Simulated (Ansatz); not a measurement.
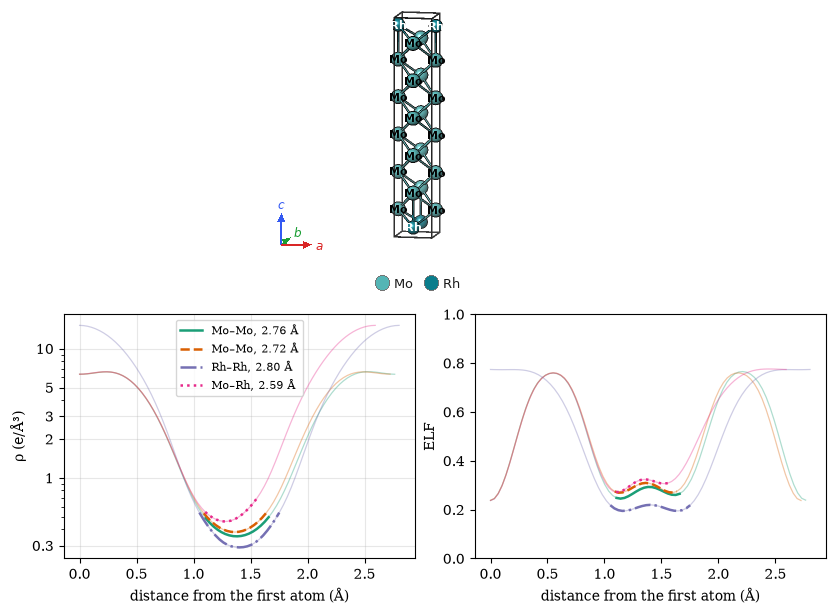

The picture shows: Mo$_{5}$Rh. Valence electron density and ELF along straight lines between neighbouring atoms. Thin, pale parts lie inside the atomic spheres. The structure is drawn too.

Space group P4/nmm; a generated structure, not necessarily the stable one; computed without spin polarisation.

These are results of DFT PBE, scalar-relativistic, plane waves, PAW in Ansatz, not measurements.

Core electrons are frozen (PAW), and the valence fields are smoothed inside the atomic spheres.

Compare the contacts.

Answer. Mo–Mo (2.76 Å): the density is about 0.35 e/Å³ at the midpoint; the ELF is about 0.30 at the midpoint: no localised pair shows between them.
Mo–Mo (2.72 Å): the density is about 0.38 e/Å³ at the midpoint; the ELF is about 0.30 at the midpoint.
Rh–Rh (2.80 Å): ρ is about 0.29 e/Å³ halfway; the ELF is about 0.20 at the midpoint (no localised pair shows between them).
Mo–Rh (2.59 Å): ρ at the midpoint is about 0.46 e/Å³; the ELF is about 0.30 at the midpoint.
